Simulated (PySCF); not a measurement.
**C₄H₁₂Si, SMILES `C[Si](C)(C)C`: what the electrons do**

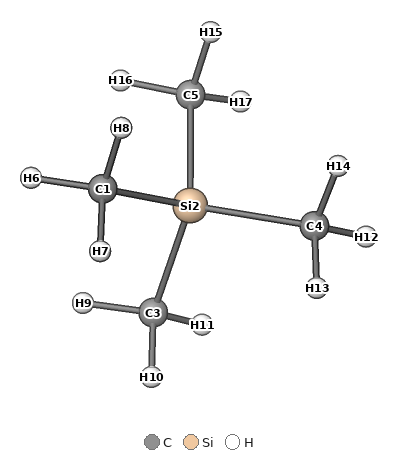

The molecule, with its atoms numbered as below. No frequency check shows the geometry to be a minimum.

Cartesian coordinates (Å):

```
C1      -1.3548   -0.0683    1.3427
Si2      0.0004   -0.0002   -0.0000
C3       0.1648   -1.7117   -0.8294
C4       1.6643    0.4818    0.8024
C5      -0.4725    1.2996   -1.3162
H6      -2.3151   -0.3523    0.9214
H7      -1.1221   -0.8108    2.1017
H8      -1.4825    0.8936    1.8268
H9      -0.7654   -2.0121   -1.3040
H10      0.4214   -2.4793   -0.1047
H11      0.9365   -1.7111   -1.5912
H12      2.4626    0.5182    0.0663
H13      1.9597   -0.2301    1.5631
H14      1.6100    1.4570    1.2733
H15     -0.5857    2.2859   -0.8757
H16     -1.4239    1.0612   -1.7835
H17      0.2880    1.3732   -2.0899
```

Part 1: Bonding charge

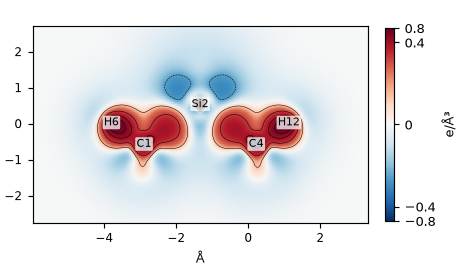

Deformation density (molecule less spherical, spin-averaged free atoms) in the plane of C1, Si2, C4, H6 and H12; colour scale in e/Å³, logarithmic beyond ±0.1; red: gain, blue: loss.

Level of theory: B3LYP/6-311+G** (PySCF), at a geometry from GFN2-xTB.

**Describe the bonding that the map shows.**

C4–H12 and C1–H6: +0.64 e/Å³ at the bond critical point (bond length 1.09 Å). C1–Si2 and Si2–C4: +0.16 e/Å³ at the bond critical point (bond length 1.91 Å). In all, 3.7 electrons gather in the regions of gain relative to the promolecule.

Part 2: Bond critical points

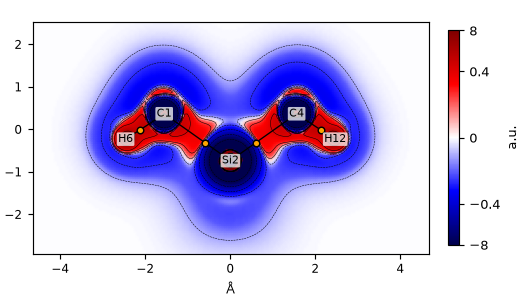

Negative Laplacian of the density (−∇²ρ) in the plane of C1, Si2, C4, H6 and H12 (red positive, blue negative, colour scale in a.u., logarithmic beyond ±0.04), with bond paths and bond critical points (dots).

**At which bond critical points in this plane is charge locally concentrated, and at which depleted?**

Concentrated (∇²ρ < 0): C4–H12 and C1–H6 (−0.88 a.u.). Depleted (∇²ρ > 0): C1–Si2 and Si2–C4 (+0.18 a.u., H = −0.072). A positive Laplacian with clearly negative H marks a strongly polar covalent bond, whose critical point lies close to the core of the less electronegative atom.

**Where along C4–H12 does the critical point lie?**

0.68 Å from C4 and 0.40 Å from H12.

Part 3: Electrostatic potential

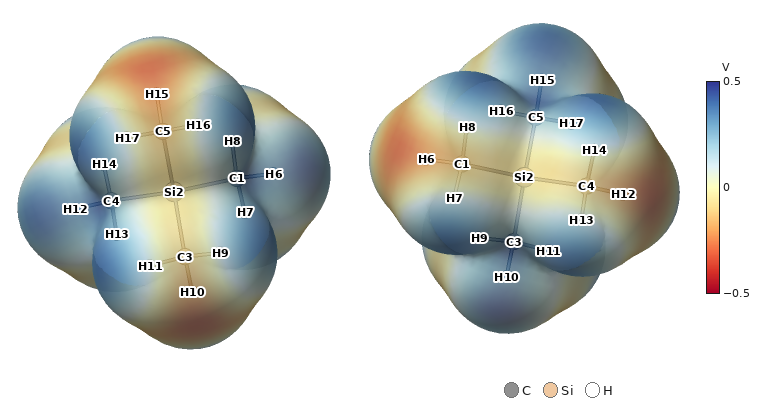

Electrostatic potential on the surface of electron density 0.001 a.u. (back view left, front view right).

**Where are the extremes of the potential on the surface?**

Highest: 0.43 V, near H10 (1.83 Å), H7 (1.89 Å) and H13 (2.02 Å), and at like points elsewhere. Lowest: −0.28 V, near H8 (1.86 Å), H7 (1.90 Å), H6 (1.96 Å) and C1 (2.01 Å), and at like points elsewhere. The surface is sampled at points, so like sites can differ by a few per cent and only the strongest of them is named.

Part 4: In an electric field

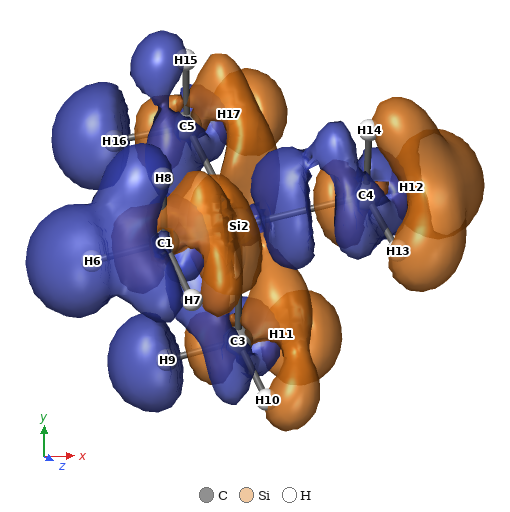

Change of the electron density in a uniform field of 0.51 V/Å, surfaces at ±0.004 e/Å³ (orange: gain, blue: loss).

Method: r2SCAN/def2-SVPD; geometry: GFN2-xTB; program: PySCF.

The field was applied in both directions; the picture shows the one opposite to the script's first.

**Along which Cartesian direction does the field point?**

Along −x: electrons gather on the +x side, against the field.

**What dipole is induced, and what polarisability does it imply?**

The induced dipole is 1.98 D (along the field); α along this axis, from the fields in both directions, is 78 bohr³ (11.5 Å³).

Part 5: Localised orbitals

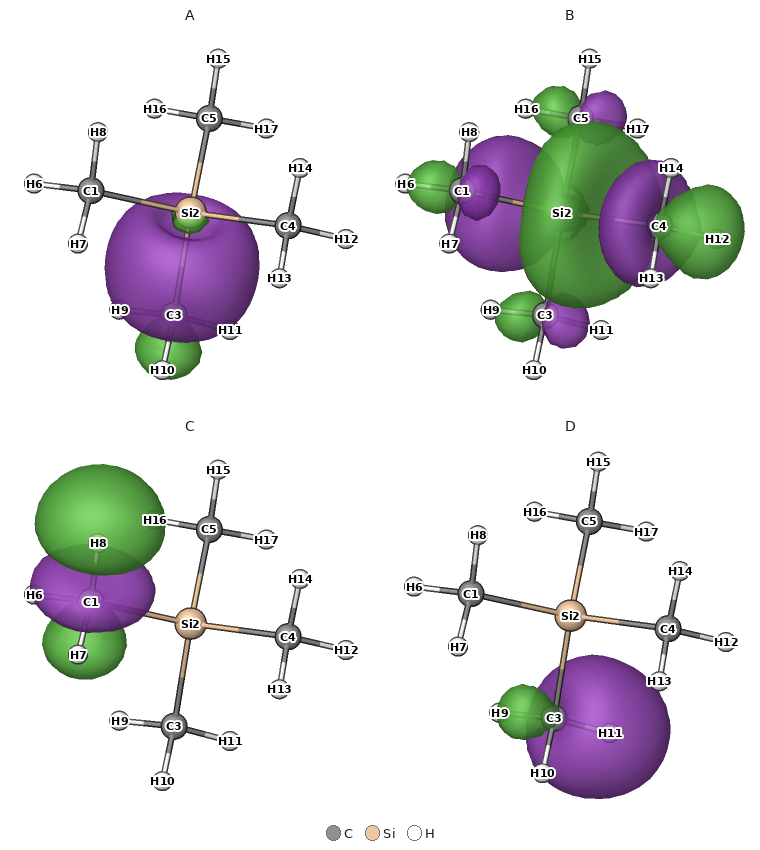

Intrinsic bond orbitals (IBO), occupied and valence-virtual; each surface holds about 85 % of the orbital's density. Energies are diagonal elements of the Fock matrix.

PySCF calculation, LDA (SVWN)/aug-cc-pVDZ, gas phase; geometry: GFN2-xTB.

**Identify each orbital.**

By panel:
- A: σ bond C3–Si2 (C3 64 %, Si2 35 %; −9.7 eV)
- B: σ* orbital Si2–C4, mostly on Si2 (Si2 62 %, C4 35 %; 5.2 eV)
- C: σ* orbital H8–C1 (H8 58 %, C1 42 %; 8.3 eV)
- D: σ bond C3–H11 (C3 58 %, H11 41 %; −11.5 eV)

**How do all the valence pairs divide up?**

16 pairs: 16 σ bonds.

Part 6: Stretching a bond

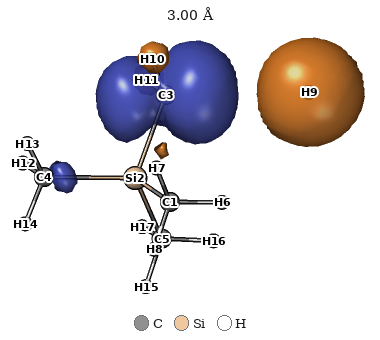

Rigid stretch of the C3–H9 bond. Broken-symmetry UHF spin density at ±0.03 e/Å³ (orange: α, blue: β).

Level of theory: 6-31G* basis (PySCF), at a geometry from GFN2-xTB.

**How does the broken-symmetry solution share the spin, and how far is it from a pure singlet?**

At 3.00 Å excess α spin lies mostly on H9 and excess β on C3; the two could be swapped at no cost. ⟨S²⟩ is 0.99 at 3.00 Å, against 0 for a pure singlet and 1 for an equal mix of singlet and triplet.

**Where does the UHF solution part from RHF?**

Between 1.44 Å (⟨S²⟩ = 0, the two coincide) and 1.66 Å (⟨S²⟩ = 0.03); at 3.00 Å ⟨S²⟩ is 0.99 and UHF lies 3.4 eV below RHF.

**How much energy does the stretch cost?**

By CASSCF, 4.2 eV from the lowest point of the scan (1.07 Å) to 3.00 Å; RHF gives 7.2 eV from its own lowest point. The fragments aren't relaxed and dynamic correlation is missing, so this isn't a bond dissociation energy.
